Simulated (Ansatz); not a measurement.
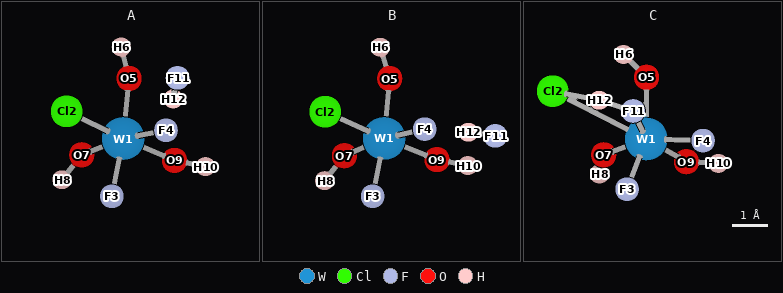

3 geometries from a converged minimum-energy path of WH₄O₃ClF₃, shuffled. Style: ball-and-stick. Shown at a tilt.

Level of theory: Ansatz, RHF/def2-SVP. Settings: 7 movable images; climbing image; force threshold 0.03 eV/Å; iteration limit 60; starting path through a guess of the saddle point.

> Which of them lies highest in energy?

C. In order along the path, whose images run from 0 to 8: B (image 1, +4.5 kcal/mol), A (image 2, +4.6 kcal/mol), C (image 4, +30.8 kcal/mol). Breaking: F11–H12 (0.91 → 1.03 at the top → 2.14 Å), W1–Cl2 (2.38 → 3.16 at the top → 4.41 Å). Forming: Cl2–H12 (4.72 → 1.67 at the top → 1.28 Å), W1–F11 (3.76 → 2.18 at the top → 1.89 Å).

Limits of the set-up: Hartree-Fock leaves out electron correlation.
